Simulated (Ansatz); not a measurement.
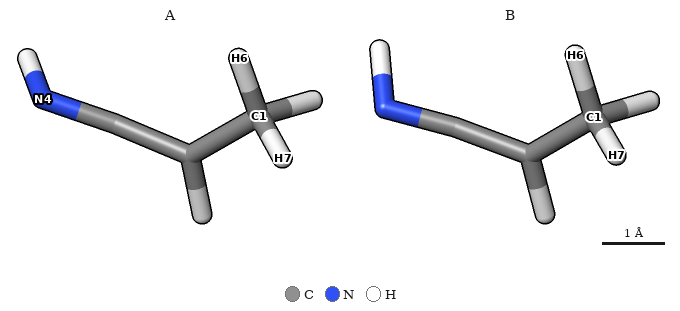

Two geometries of C$_{3}$H$_{5}$N (coarse preliminary run), drawn at one scale. One is the start of a relaxation, the other its converged end. A stick model, seen from a free direction.

These are results of RKS PBE-D4/def2-SVP (Ansatz), not measurements. Set-up: force threshold 0.03 eV/Å; at most 200 steps.

> Which of the two is the end point?

Structure A is the relaxed one. The start comes from a force field. The largest move after the best rigid fit is that of an H atom, 0.30 Å. By element the largest moves are H 0.30 Å, N 0.16 Å, C 0.09 Å. Among the contacts that change: H–N 1.108 → 1.035 Å, C–C 1.440 → 1.508 Å, C–N 1.179 → 1.238 Å, C–H 1.154 → 1.107 Å. Among the angles between lasting bonds that change: C–N–H 107.6° → 115.1°, H–C–H 103.6° → 107.7°, C–C–H 115.4° → 118.7°. The energy falls by 0.645 eV in 8 accepted moves (10 points after the start). The largest force component goes from 6.5 to 0.024 eV/Å. The line search rejected the trial steps at points 5, 8 of the run. The run took roughly 40 core-seconds on a shared host.
